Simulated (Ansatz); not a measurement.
# InF (SMILES [F][In]): CCSDT(Q)/STO-3G

Aim: the energy change on altering one bond length of InF at CCSDT(Q)/STO-3G, from 2 runs. 

Program for the calculation: Ansatz 0.2.0.

39 further runs of the same task are left out: 3 that didn't finish, 36 set aside as unsound or not needed.

## Step 1: The structure to begin with

InF has 2 atoms, charge 0, and is taken as a singlet. SMILES: `[F][In]`. The coordinates come from a PBE0-D4/def2-TZVP relaxation.

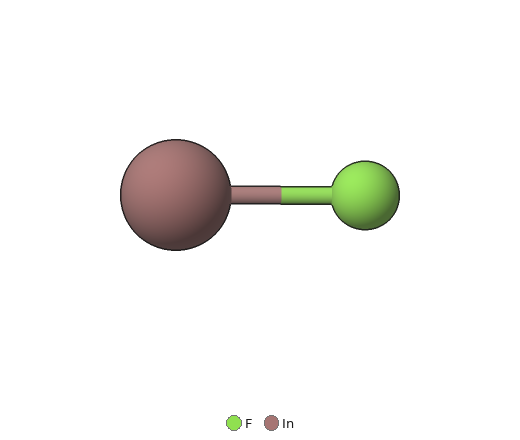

The structure, seen from a chosen angle (fluorine green, indium brown).

## Step 2: The energy at CCSDT(Q)/STO-3G

File run.yaml:

```yaml
crystal:
  periodic: [false, false, false]
  atoms:
    - {symbol: F, position_ang: [0.000000, 0.000000, 0.015910]}
    - {symbol: In, position_ang: [-0.000000, -0.000000, 2.009580]}
basis:
  gaussian:
    orbitals: STO-3G
correlation:
  method: ccsdt_q
  frozen_orbitals: {F: 1, In: 18}
accuracy: high
scf:
  omitted_lower_state_checks: [cluster_reference, increment]
```

On the command line:

```bash
$ ansatz run run.yaml --threads 1 --pin off --max-ram 3480MiB --events-out events.jsonl --progress --plain --runs-dir runs
```

The log of the run, cut to the lines that bear on the results:

```text
Warning: RAYON_NUM_THREADS=1 ignored (pool sized by the plan → 1); use --threads N
Functional definition: HF
  name "HF"
[...]
564 factors; integrals over basis functions are off by at most 4.7e-9 eV
[...]
mean field -157305.67940285 eV, -5780.8770924357 hartree, gradient 5.8e-9 eV, S^2 0.000000; 0 other end points of the search recorded, 0 dependent functions left out
19 core orbitals not correlated: weight in the atoms' cores, before any rotation towards them, 1.000 or more for the frozen orbitals, at most 0.000 for the correlated occupied ones
reference -157305.67940285 eV, -5780.8770924357 hartree; 10, 10 occupied and 3, 3 virtual orbitals, 564 factors
second order -1.35546564 eV of doubles, -0.00000000 eV of singles
cycle   1  -1.35945424 eV  change   -4.0e-3 eV  update   1.5e-1
[...]
cycle  25  -1.93464579 eV  change  -6.7e-10 eV  update   1.6e-9
perturbative correction -0.08095658 eV, -0.0029750996 hartree
Total energy: -157307.69500522 eV, -5780.9511644566 hartree
Checks for a lower state left out: cluster_reference, increment
```

Run time: 0.86 s. Hardware: 1 thread of Arm Neoverse V2, shared host; peak memory 0.099 GiB.

## Step 3: The distorted shape, same level

File job.yaml:

```yaml
crystal:
  periodic: [false, false, false]
  atoms:
    - {symbol: F, position_ang: [0.000000, 0.000000, -0.482520]}
    - {symbol: In, position_ang: [-0.000000, -0.000000, 2.009580]}
basis:
  gaussian:
    orbitals: STO-3G
correlation:
  method: ccsdt_q
  frozen_orbitals: {F: 1, In: 18}
accuracy: high
scf:
  omitted_lower_state_checks: [cluster_reference, increment]
```

On the command line:

```bash
$ ansatz run job.yaml --threads 1 --pin off --max-ram 3480MiB --events-out events.jsonl --progress --plain --runs-dir runs
```

The log of the run, cut to the lines that bear on the results:

```text
Warning: RAYON_NUM_THREADS=1 ignored (pool sized by the plan → 1); use --threads N
[... 2 set-up lines as earlier in the session ...]
[...]
557 factors; integrals over basis functions are off by at most 7.4e-9 eV
[...]
mean field -157303.14123702 eV, -5780.7838165617 hartree, gradient 7.4e-9 eV, S^2 0.000000; 0 other end points of the search recorded, 0 dependent functions left out; unrestricted orbitals would lower it
19 core orbitals not correlated: weight in the atoms' cores, before any rotation towards them, 1.000 or more for the frozen orbitals, at most 0.000 for the correlated occupied ones
reference -157303.14123702 eV, -5780.7838165617 hartree; 10, 10 occupied and 3, 3 virtual orbitals, 557 factors
second order -1.52065654 eV of doubles, -0.00000000 eV of singles
cycle   1  -1.77528415 eV  change   -2.5e-1 eV  update   1.6e-1
[...]
cycle  36  -2.48281718 eV  change   -1.1e-9 eV  update   2.4e-9
perturbative correction -0.12183804 eV, -0.0044774655 hartree
Total energy: -157305.74589223 eV, -5780.8795358754 hartree
Checks for a lower state left out: cluster_reference, increment
```

Run time: 0.88 s. Hardware: 1 thread of Arm Neoverse V2, shared host; peak memory 0.099 GiB.

## Step 4: What came out

Level: CCSDT(Q)/STO-3G, 19 core orbitals frozen.

```
                                                          quantity           value
                                         first shape: total energy  -5780.95116 Eh
         first shape: correlation energy (19 core orbitals frozen)       -74.1 mEh
                                        first shape: T1 diagnostic           0.027
                                     distorted shape: total energy  -5780.87954 Eh
     distorted shape: correlation energy (19 core orbitals frozen)       -95.7 mEh
                                    distorted shape: T1 diagnostic           0.038
energy change with the F1–In2 bond stretched from 1.994 to 2.492 Å        1.949 eV
```

What this shows: With the F1–In2 bond stretched from 1.994 to 2.492 Å the energy rises by 1.95 eV (45 kcal/mol). The first shape isn't relaxed at this level, so the change isn't measured from a minimum. The minimal basis adds a large error of its own. The T1 diagnostic (first shape) of 0.027 is above the customary mark for such species, so a single reference may not serve. Relativity is left out (first shape) although the molecule holds a heavy atom. The T1 diagnostic (distorted shape) of 0.038 is above the customary mark for such species, so a single reference may not serve. The restricted solution (distorted shape) is unstable to spin breaking: an unrestricted one lies lower. Relativity is left out (distorted shape) although the molecule holds a heavy atom.
